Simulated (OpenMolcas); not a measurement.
# SnSiH4OF (SMILES [F][SnH][O][SiH3]): levels of theory compared

We compute a comparison of 6 runs (UHF/STO-3G, UHF/3-21G, UBLYP/def2-SVP, UM06-L/def2-SVP, UPBE/def2-SVP, ROMP2/def2-SVP) of SnSiH4OF. 

The results are computed with OpenMolcas 26.06.

### 1 Starting point

SnSiH4OF: 8 atoms, total charge 0, spin state doublet. SMILES: `[F][SnH][O][SiH3]`. Geometry: relaxed at PBE0-D4/def2-TZVP. This is one conformer, not always the lowest.

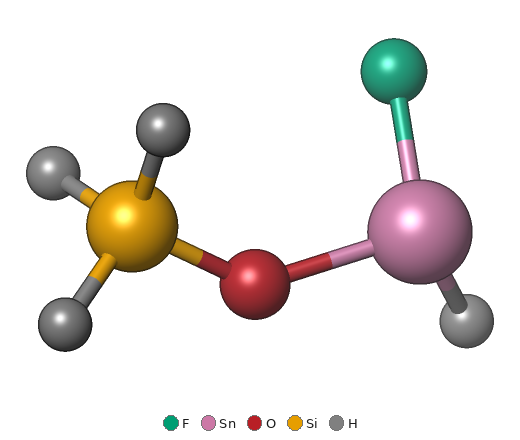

The structure, seen from a chosen angle (fluorine teal, tin pink, oxygen red, silicon amber, hydrogen grey).

### 2 Energy and forces at UHF/STO-3G (run 1)

Input file calc.input:

```
&gateway
 baslib=$CurrDir
 coord
 8
 angstrom
 F       -1.607300       1.731700       1.020300
 Sn      -0.420700       1.874500      -0.493500
 O        0.210000       0.039300      -0.694400
 Si       0.713800      -1.182700       0.276900
 H       -1.435700       2.176300      -1.877100
 H        1.729100      -1.982100      -0.456700
 H       -0.427200      -2.061300       0.643600
 H        1.330300      -0.652900       1.525000
 basis=STO-3G
 group=NoSym

&seward

&scf
 uhf
 spin=2
 thresholds=1e-10 1e-07 1e-07 1e-05
 prorbitals=1 1

&alaska
```

The basis set STO-3G is read from a file made from the Basis Set Exchange's data (not shown).

Started as:

```console
$ export MOLCAS_MEM=1860
$ pymolcas calc.input > calc.log
```

Log:

```text
--- Start Module: gateway ---
[...]
--- Stop Module: gateway /rc=_RC_ALL_IS_WELL_ ---
[...]
      Basis functions           50
[...]
--- Start Module: scf ---
[...]
       Convergence after  20 Iterations
[...]
::    Total SCF energy                              -6423.1040995844
[...]
      Total spin, S                                     0.5034939785
[...]
      Total electronic charge=   85.000000
      Total            charge=   -0.000000
[...]
      Dipole Moment (debye):
      Origin of the operator (angstrom)=   -0.3020    1.1913   -0.2317
                   X=  1.3532E+00               Y=  1.7429E+00               Z= -3.8944E-01           Total=  2.2406E+00
      Quadrupole Moment (debye*angstrom):
[...]
 *              Molecular gradients               *
 **************************************************
  Irreducible representation: a
 ------------------------------------------------------------------------------------------
                              X                       Y                       Z
 ------------------------------------------------------------------------------------------
  F1               -1.19105877833015E-02   -7.91972754240589E-04    1.53995011062733E-02
  SN2               1.80487399172673E-02    3.04788348893865E-02    1.05560009481280E-02
  O3                1.33034892679014E-02   -3.13654968446144E-02    3.68811486963239E-03
  SI4              -8.90659347581746E-03    1.43185035781883E-02   -1.84311481954893E-02
  H5               -1.98294307314404E-02    6.59031090180928E-03   -2.62356024701784E-02
  H6                2.13961796079429E-02   -1.57311041835158E-02   -1.68137367389809E-02
  H7               -2.46152239876940E-02   -1.73550670438969E-02    6.51210664992763E-03
  H8                1.25134271852474E-02    1.38559914568390E-02    2.53247638307919E-02
[...]
```

Wall time 4.5 s (1 thread of Arm Neoverse V1, shared host); peak memory 0.38 GiB.

### 3 Energy and forces at UHF/3-21G (run 2)

Input file geom.xyz:

```xyz
8

F     -1.607300     1.731700     1.020300
Sn    -0.420700     1.874500    -0.493500
O      0.210000     0.039300    -0.694400
Si     0.713800    -1.182700     0.276900
H     -1.435700     2.176300    -1.877100
H      1.729100    -1.982100    -0.456700
H     -0.427200    -2.061300     0.643600
H      1.330300    -0.652900     1.525000
```

Input file calc.inp:

```
&GATEWAY
BasLib=$CurrDir
Coord=geom.xyz
Basis=3-21G
Group=NoSym
&SEWARD
&SCF
UHF
Spin=2
Thresholds=1e-10 1e-07 1e-07 1e-05
PrOrbitals=1
&ALASKA
```

The basis set 3-21G is read from a file made from the Basis Set Exchange's data (not shown).

Started as:

```console
$ export MOLCAS_MEM=1860
$ pymolcas calc.inp > calc.log
```

Log:

```text
--- Start Module: gateway ---
[...]
--- Stop Module: gateway /rc=_RC_ALL_IS_WELL_ ---
[...]
      Basis functions           70
[...]
--- Start Module: scf ---
[...]
       Convergence after  16 Iterations
[...]
::    Total SCF energy                              -6459.4133274072
[...]
      Total spin, S                                     0.5041120156
[...]
      Total electronic charge=   85.000000
      Total            charge=   -0.000000
[...]
      Dipole Moment (debye):
      Origin of the operator (angstrom)=   -0.3020    1.1913   -0.2317
                   X=  1.8891E+00               Y=  2.2261E+00               Z= -1.0686E+00           Total=  3.1090E+00
      Quadrupole Moment (debye*angstrom):
[...]
 *              Molecular gradients               *
 **************************************************
  Irreducible representation: a
 ------------------------------------------------------------------------------------------
                              X                       Y                       Z
 ------------------------------------------------------------------------------------------
  F1               -1.32962965872139E-02    9.47885335372600E-04    1.24325019589620E-02
  SN2               1.03805412569447E-02    1.56992474588833E-02   -2.49775194403057E-03
  O3                1.05166053795180E-02   -3.61600501070996E-02   -5.57614019895603E-03
  SI4              -3.95283998296669E-03    1.89758254439489E-02    1.31666758767857E-03
  H5               -5.41159595889518E-04   -3.20292717099147E-03    1.48959909829127E-03
  H6               -7.70381654885188E-04    1.64407164892699E-03   -3.31881146090263E-03
  H7               -1.80564166653863E-03    1.20246007439384E-03   -2.54136753927736E-03
  H8               -5.30827148905733E-04    8.93487316630248E-04   -1.30469750175077E-03
[...]
```

It took 6 s on 1 thread of Arm Neoverse V1, shared host; peak memory 0.41 GiB.

Runs 3 to 5 aren't shown in full; the table further down has their settings and results.

### 4 A single-point energy at ROMP2/def2-SVP (core potential) (run 6)

Input file mol.input:

```
* FH4OSiSn ROMP2

&GATEWAY
 BasLib
 $CurrDir
 Coord
 8
 angstrom
 F       -1.607300       1.731700       1.020300
 Sn      -0.420700       1.874500      -0.493500
 O        0.210000       0.039300      -0.694400
 Si       0.713800      -1.182700       0.276900
 H       -1.435700       2.176300      -1.877100
 H        1.729100      -1.982100      -0.456700
 H       -0.427200      -2.061300       0.643600
 H        1.330300      -0.652900       1.525000
 Basis
 def2-SVP
 Group
 NoSym

&SEWARD

&SCF
 UHF
 Spin
 2
 Thresholds
 1e-10 1e-07 1e-07 1e-05
 PrOrbitals
 1 1

&RASSCF
 FileOrb
 $Project.UnaOrb
 Spin
 2
 Nactel
 1 0 0
 Inactive
 28
 Ras2
 1
 OutOrbitals
 Canonical
 OrbListing
 Nothing

&CASPT2
 IPEA
 0.0
 Frozen
 11
```

The basis set def2-SVP is read from a file made from the Basis Set Exchange's data (not shown).

Started as:

```console
$ export MOLCAS_MEM=1860
$ pymolcas mol.input > mol.log
```

Log:

```text
--- Start Module: gateway ---
[...]
--- Stop Module: gateway /rc=_RC_ALL_IS_WELL_ ---
[...]
      Basis functions           92
[...]
       Convergence after  17 Iterations
[...]
::    Total SCF energy                               -678.7251178428
[...]
      Total spin, S                                     0.5064719645
[...]
--- Start Module: rasscf ---
[...]
      Number of active orbitals                  1
[...]
      Spin quantum number                      0.5
[...]
      Active orbitals                            1
[...]
      Number of CSFs                             1
[...]
      Number of root(s) required                 1
[...]
      Convergence after  8 iterations
[...]
      printout of CI-coefficients larger than  0.05 for root  1
      energy=    -678.722433
      conf/sym  1     Coeff  Weight
             1  u   1.00000 1.00000
      Natural orbitals and occupation numbers for root  1
      sym 1:   1.000000
      ************************************************************************************************************************
      *                                                    Final results                                                     *
[...]
::    RASSCF root number  1 Total energy:   -678.72243296
[...]
      Total electronic charge=   57.000000
      Total            charge=   -0.000000
[...]
      Dipole Moment (debye):
      Origin of the operator (angstrom)=   -0.3020    1.1913   -0.2317
                   X=  1.6826E+00               Y=  2.2725E+00               Z= -1.6104E+00           Total=  3.2540E+00
      Quadrupole Moment (debye*angstrom):
[...]
--- Stop Module: rasscf /rc=_RC_ALL_IS_WELL_ ---
[...]
--- Start Module: caspt2 ---
[...]
      E2 (Variational):          -0.5715423372
      Total energy:            -679.2939752993
[...]
      Reference weight:           0.85162
[...]
::    CASPT2 Root  1     Total energy:   -679.29397530
[...]
```

Wall time 16 s (1 thread of Arm Neoverse V1, shared host); peak memory 0.51 GiB.

### 5 The series

```tsv
run	level	integration grid	task	energy (Eh)	dipole moment (D)	HOMO energy (eV)	LUMO energy (eV)	wall time
1	UHF/STO-3G	–	gradient	-6423.104100	2.24	-5.83	4.20	4.5 s
2	UHF/3-21G	–	gradient	-6459.413327	3.11	-9.52	-0.44	6 s
3	UBLYP/def2-SVP (core potential)	UltraFine	gradient	-680.978861	2.19	-5.66	-4.79	69 s
4	UM06-L/def2-SVP (core potential)	UltraFine	energy	-681.202828	2.48	-5.87	-4.94	76 s
5	UPBE/def2-SVP (core potential)	UltraFine	gradient	-680.725352	2.22	-5.83	-4.82	66 s
6	ROMP2/def2-SVP (core potential)	–	energy	-679.293975	–	–	–	16 s
```

### 6 Summary of results

```
           quantity          value
run 6: total energy  -679.29398 Eh
```

What this shows: Over runs 1, 2, 3, 4, 5 the dipole moment (its size) runs from 2.19 D (UBLYP/def2-SVP) to 3.11 D (UHF/3-21G). The two ends differ in method and basis and core potential. Totals of different functionals can't be ranked against each other. Some runs of one species differ in core potentials or relativity; totals across that change don't compare. In run 1 the basis is minimal, so the values are rough. In runs 1, 2 relativity is left out where basis or elements ask for it. All runs together took 4 min, the longest 76 s.
